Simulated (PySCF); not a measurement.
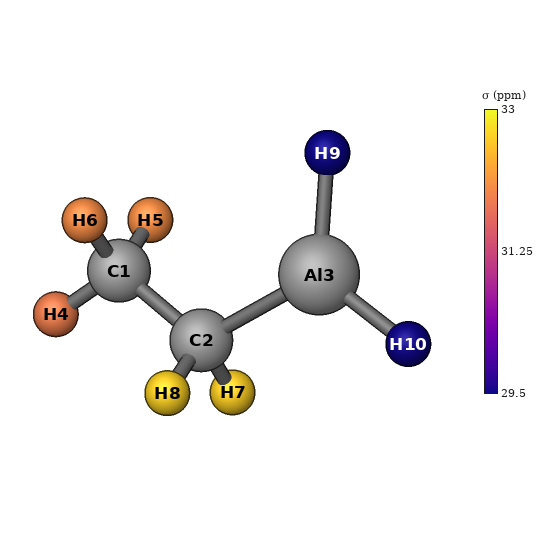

Atoms are coloured by their isotropic NMR shieldings (H only, the others grey). Computed geometry: PBE0-D3(BJ)/def2-SVP optimisation. No frequency run is at hand to confirm it as a minimum. Properties computed with GIAO PBE0/STO-3G NMR shielding, non-relativistic, gas phase (PySCF 2.14.0).

Question: Which H atom is the most shielded (lowest chemical shift)?

Answer: H7, H8 (32.64 to 32.68 ppm).

Question: Which H atom is the least shielded (highest chemical shift)?

Answer: H9 (29.51 ppm).

Question: How wide is the range of H shifts?

Answer: 3.17 ppm.

List the isotropic NMR shieldings of the H atoms.

```tsv
atom	σ (ppm)
H4	31.90
H5	32.05
H6	32.03
H7	32.64
H8	32.68
H9	29.51
H10	29.52
```
